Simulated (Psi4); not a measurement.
**Run report: CH4In, single-point calculation**

- system: CH4In, multiplicity 2, SMILES [CH3][InH]
- method: r2SCAN/def2-SVPD, UKS, core potentials def2 (Psi4 1.11)

The geometry comes from this level: PBE0-D4/def2-TZVP.

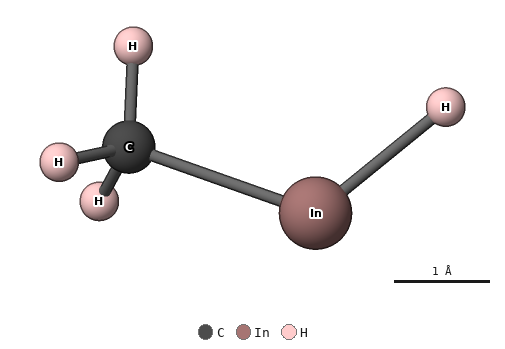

The input geometry (ball-and-stick view, seen at a tilt). Sticks mark near contacts. Bond lengths as drawn: C–H 1.09 Å, C–In 2.19 Å and H–In 1.77 Å.

**Results in brief**

| quantity | value |
| --- | --- |
| outcome | converged |
| total energy | −230.601846 hartree |
| basis functions | 84 |
| ⟨S²⟩ | 0.754 |
| dipole moment | 0.73 D |
| hardware | 1 thread of AMD EPYC (Zen 5), 16 GiB of memory available, shared host |
| wall time | 11 s |
| peak memory | 0.97 GiB |

**Input (job.in)**
```
memory 1.6 GB

molecule {
  0 2
  C     -0.193800    -0.431900    -0.581700
  In     1.078700     0.643900     0.838400
  H     -1.243800    -0.290500    -0.319800
  H      0.052000    -1.494800    -0.558700
  H     -0.011800    -0.057300    -1.590300
  H      0.361000     1.566900     2.166000
  symmetry c1
}

set basis def2-SVPD
set reference uks
set scf_type df
set guess sadno

e = energy("r2scan")
```

Command:
```bash
psi4 -i job.in -o job.out -n 1
```

**Output**
```
Psi4 1.11 release

   => Loading Basis Set <=

    Name: DEF2-SVPD
    Role: ORBITAL
    Keyword: BASIS

    !!!  WARNING: ECP capability is in beta. Please check occupations closely.  !!!

         ---------------------------------------------------------
                                   SCF
                              UKS Reference
                        1 Threads,   1525 MiB Core
         ---------------------------------------------------------

  ==> Geometry <==

    Molecular point group: c1
    Full point group: C1

    Geometry (in Angstrom), charge = 0, multiplicity = 2:

       Center              X                  Y                   Z               Mass
    ------------   -----------------  -----------------  -----------------  -----------------
         C           -1.116180231757    -0.955257822975    -1.261806318950    12.000000000000
         IN           0.156319768243     0.120542177025     0.158293681050   114.903878776000
         H           -2.166180231757    -0.813857822975    -0.999906318950     1.007825032230
         H           -0.870380231757    -2.018157822975    -1.238806318950     1.007825032230
         H           -0.934180231757    -0.580657822975    -2.270406318950     1.007825032230
         H           -0.561380231757     1.043542177025     1.485893681050     1.007825032230

  Running in c1 symmetry.

  Rotational constants: A =      3.08239  B =      0.23628  C =      0.22887 [cm^-1]
  Rotational constants: A =  92407.65240  B =   7083.36015  C =   6861.23329 [MHz]
  Nuclear repulsion =   59.789680249600146

  Charge       = 0
  Multiplicity = 2
  Electrons    = 31
  Nalpha       = 16
  Nbeta        = 15

  ==> Algorithm <==

  SCF Algorithm Type is DF.
  DIIS enabled.
  MOM disabled.
  Fractional occupation disabled.
  Guess Type is SADNO.
  Energy threshold   = 1.00e-06
  Density threshold  = 1.00e-06
  Integral threshold = 1.00e-12

  ==> Primary Basis <==

  Basis Set: DEF2-SVPD
    Blend: DEF2-SVPD
    Number of shells: 36
    Number of basis functions: 84
    Number of Cartesian functions: 89
    Spherical Harmonics?: true
    Max angular momentum: 2

  Core potential: DEF2-SVPD
    Number of shells: 4
    Number of ECP primitives: 18
    Number of ECP core electrons: 28
    Max angular momentum: 3

  ==> DFT Potential <==

   => LibXC <=

    Version 7.1.2

   => Composite Functional: R2SCAN <=

    r2SCAN Meta-GGA XC Functional  (0.1021/acs.jpclett.0c02405)

    Deriv               =              1
    GGA                 =           TRUE
    Meta                =           TRUE

    Exchange Hybrid     =          FALSE
    MP2 Hybrid          =          FALSE

   => Exchange Functionals <=

    1.0000   XC_MGGA_X_R2SCAN

   => Correlation Functionals <=

    1.0000   XC_MGGA_C_R2SCAN

   => LibXC Density Thresholds  <==

    XC_MGGA_C_R2SCAN:  1.00E-15
    XC_MGGA_X_R2SCAN:  1.00E-11

   => Molecular Quadrature <=

    Radial Scheme          =       TREUTLER
    Pruning Scheme         =           NONE
    Nuclear Scheme         =       TREUTLER

    Blocking Scheme        =         OCTREE
    BS radius alpha        =              1
    Pruning alpha          =              1
    Radial Points          =             75
    Spherical Points       =            302
    Total Points           =         131338
    Total Blocks           =           1044
    Max Points             =            256
    Max Functions          =             84
    Weights Tolerance      =       1.00E-15

   => Loading Basis Set <=

    Name: (DEF2-SVPD AUX)
    Role: JKFIT
    Keyword: DF_BASIS_SCF

  ==> Integral Setup <==

  DFHelper Memory: AOs need 0.022 GiB; user supplied 0.389 GiB.
  SCF_SUBTYPE=INCORE selected. In-core MEM_DF algorithm will be used.
  Using in-core AOs.

  ==> MemDFJK: Density-Fitted J/K Matrices <==

    J tasked:                   Yes
    K tasked:                    No
    wK tasked:                   No
    Memory [MiB]:               398
    Algorithm:                 Core
    Schwarz Cutoff:           1E-12
    Mask sparsity (%):       0.0000
    Fitting Condition:        1E-10

   => Auxiliary Basis Set <=

  Basis Set: (DEF2-SVPD AUX)
    Blend: DEF2-UNIVERSAL-JKFIT
    Number of shells: 95
    Number of basis functions: 365
    Number of Cartesian functions: 478
    Spherical Harmonics?: true
    Max angular momentum: 5

  Cached 100.0% of DFT collocation blocks in 0.729 [GiB].

  Minimum eigenvalue in the overlap matrix is 5.1375856387E-04.
  Reciprocal condition number of the overlap matrix is 6.8597192254E-05.
    Using symmetric orthogonalization.

  ==> Pre-Iterations <==

   -------------------------------------------------------
    Irrep   Nso     Nmo     Nalpha   Nbeta   Ndocc  Nsocc
   -------------------------------------------------------
     A         84      84      16      15      15       1
   -------------------------------------------------------
    Total      84      84      16      15      15       1
   -------------------------------------------------------

  ==> Iterations <==

                           Total Energy        Delta E     RMS |[F,P]|

   @DF-UKS iter   1:  -229.75280554148242   -2.29753e+02   1.72228e-02 DIIS/ADIIS
   @DF-UKS iter   2:  -230.29224639934492   -5.39441e-01   8.17316e-03 DIIS/ADIIS
   @DF-UKS iter   3:  -230.32268751576885   -3.04411e-02   7.53542e-03 DIIS/ADIIS
   @DF-UKS iter   4:  -230.58234331180535   -2.59656e-01   2.05941e-03 DIIS/ADIIS
   @DF-UKS iter   5:  -230.60104205122335   -1.86987e-02   4.48830e-04 DIIS/ADIIS
   @DF-UKS iter   6:  -230.60174583571293   -7.03784e-04   1.15155e-04 DIIS/ADIIS
   @DF-UKS iter   7:  -230.60183966241456   -9.38267e-05   2.42760e-05 DIIS
   @DF-UKS iter   8:  -230.60184470379494   -5.04138e-06   9.37802e-06 DIIS
   @DF-UKS iter   9:  -230.60184561171954   -9.07925e-07   3.13926e-06 DIIS
   @DF-UKS iter  10:  -230.60184573031410   -1.18595e-07   1.14017e-06 DIIS
   @DF-UKS iter  11:  -230.60184574211772   -1.18036e-08   3.12780e-07 DIIS
  Energy and wave function converged.

  ==> Post-Iterations <==

   Electrons on quadrature grid:
      Nalpha   =   16.0000004920 ; deviation = 4.920e-07
      Nbeta    =   15.0000002022 ; deviation = 2.022e-07
      Ntotal   =   31.0000006941 ; deviation = 6.941e-07

   @Spin Contamination Metric:   4.245867106E-03
   @S^2 Expected:                7.500000000E-01
   @S^2 Observed:                7.542458671E-01
   @S   Expected:                5.000000000E-01
   @S   Observed:                5.000000000E-01

    Orbital Energies [Eh]
    ---------------------

    Alpha Occupied:

       1A    -10.038692     2A     -4.605644     3A     -3.014374
       4A     -3.005474     5A     -3.001509     6A     -0.710659
       7A     -0.703952     8A     -0.703580     9A     -0.700741
      10A     -0.697000    11A     -0.631612    12A     -0.371741
      13A     -0.365560    14A     -0.365366    15A     -0.254489
      16A     -0.165195

    Alpha Virtual:

      17A     -0.082088    18A      0.010642    19A      0.022591
      20A      0.046029    21A      0.074182    22A      0.086270
      23A      0.094230    24A      0.097087    25A      0.115639
      26A      0.131295    27A      0.137611    28A      0.167929
      29A      0.176191    30A      0.177234    31A      0.184370
      32A      0.226065    33A      0.228628    34A      0.253484
      35A      0.276277    36A      0.303227    37A      0.316230
      38A      0.319553    39A      0.329513    40A      0.373331
      41A      0.374893    42A      0.390076    43A      0.411682
      44A      0.414542    45A      0.421782    46A      0.435037
      47A      0.457974    48A      0.464886    49A      0.474988
      50A      0.500957    51A      0.545479    52A      0.595812
      53A      0.618404    54A      0.622255    55A      0.701295
      56A      0.826518    57A      0.884233    58A      0.889121
      59A      0.899010    60A      0.998745    61A      1.000860
      62A      1.013850    63A      1.128968    64A      1.559702
      65A      1.565374    66A      1.685757    67A      1.710396
      68A      1.750791    69A      1.837587    70A      1.863080
      71A      1.870887    72A      1.945448    73A      2.038965
      74A      2.048115    75A      2.298614    76A      2.550402
      77A      2.562264    78A      2.845179    79A      3.117747
      80A      3.125138    81A     16.237880    82A     16.640873
      83A     17.664939    84A     61.196848

    Beta Occupied:

       1A    -10.035484     2A     -4.604575     3A     -3.013453
       4A     -3.003884     5A     -3.001105     6A     -0.707603
       7A     -0.700181     8A     -0.699457     9A     -0.699015
      10A     -0.693109    11A     -0.625582    12A     -0.365381
      13A     -0.363513    14A     -0.349220    15A     -0.236847

    Beta Virtual:

      16A     -0.103525    17A     -0.063469    18A      0.019753
      19A      0.029143    20A      0.059308    21A      0.075572
      22A      0.086445    23A      0.100421    24A      0.102024
      25A      0.121844    26A      0.141092    27A      0.157936
      28A      0.177259    29A      0.180600    30A      0.183808
      31A      0.184406    32A      0.226614    33A      0.235260
      34A      0.258260    35A      0.289100    36A      0.311905
      37A      0.323186    38A      0.327067    39A      0.341171
      40A      0.383481    41A      0.384241    42A      0.395703
      43A      0.422967    44A      0.429819    45A      0.431238
      46A      0.443100    47A      0.465504    48A      0.473299
      49A      0.484369    50A      0.520889    51A      0.561227
      52A      0.599619    53A      0.630969    54A      0.635157
      55A      0.714831    56A      0.857970    57A      0.891570
      58A      0.893711    59A      0.908057    60A      1.002825
      61A      1.005164    62A      1.025166    63A      1.135295
      64A      1.567568    65A      1.571702    66A      1.687312
      67A      1.745309    68A      1.784629    69A      1.856318
      70A      1.863952    71A      1.875437    72A      1.975070
      73A      2.045541    74A      2.058998    75A      2.306254
      76A      2.556929    77A      2.566149    78A      2.846284
      79A      3.123825    80A      3.127791    81A     16.239313
      82A     16.643344    83A     17.666447    84A     61.196075

    Final Occupation by Irrep:
              A
    DOCC [    15 ]
    SOCC [     1 ]
    NA   [    16 ]
    NB   [    15 ]

  @DF-UKS Final Energy:  -230.60184574211772

   => Energetics <=

    Nuclear Repulsion Energy =             59.7896802496001456
    One-Electron Energy =                -507.3256401248860925
    Two-Electron Energy =                 240.5593681275266249
    DFT Exchange-Correlation Energy =     -23.6252539943584274
    Empirical Dispersion Energy =           0.0000000000000000
    VV10 Nonlocal Energy =                  0.0000000000000000
    Total Energy =                       -230.6018457421177175

  UHF NO Occupations:
  HONO-2 :   14  A 1.9994718
  HONO-1 :   15  A 1.9987355
  HONO-0 :   16  A 1.0000000
  LUNO+0 :   17  A 0.0012645
  LUNO+1 :   18  A 0.0005282
  LUNO+2 :   19  A 0.0001425
  LUNO+3 :   20  A 0.0000967

Computation Completed

Properties will be evaluated at   0.000000,   0.000000,   0.000000 [a0]

Properties computed using the SCF density matrix

 Multipole Moments:

 ------------------------------------------------------------------------------------
     Multipole            Electronic (a.u.)      Nuclear  (a.u.)        Total (a.u.)
 ------------------------------------------------------------------------------------

 L = 1.  Multiply by 2.5417464519 to convert [e a0] to [Debye]
 Dipole X            :         14.9978755          -15.0166844           -0.0188090
 Dipole Y            :         10.3574240          -10.5244376           -0.1670135
 Dipole Z            :         13.5068189          -13.7381122           -0.2312933
 Magnitude           :                                                    0.2859089

 ------------------------------------------------------------------------------------

	total time  =         10 seconds =       0.17 minutes

    Psi4 run time: 0:00:09.90
```
